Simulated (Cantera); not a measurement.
Charge: 1 mol BF3, 0.23 mol O2, 59 mol N2, held at 10.0 mbar.

Method: chemical equilibrium by Gibbs-energy minimisation in Cantera with the NASA 1993 tables (ideal gas, pure condensed phases). Candidate condensed phases: B, BN, B2O3; 31 gas species. The tables' values for BF2 are old estimates; treat these amounts as uncertain. Kinetics and transport are ignored.

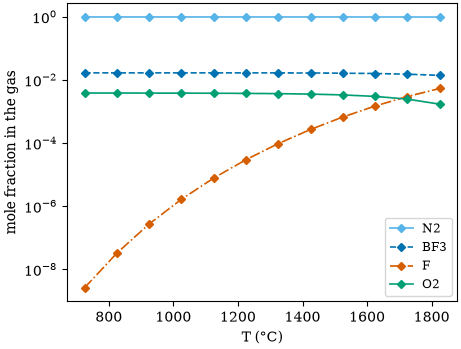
*Equilibrium gas composition (values under 1e-9 drawn at 1e-9)*

From 725 °C to 1825 °C nothing is condensed. The main B-bearing gas is BF3 throughout.
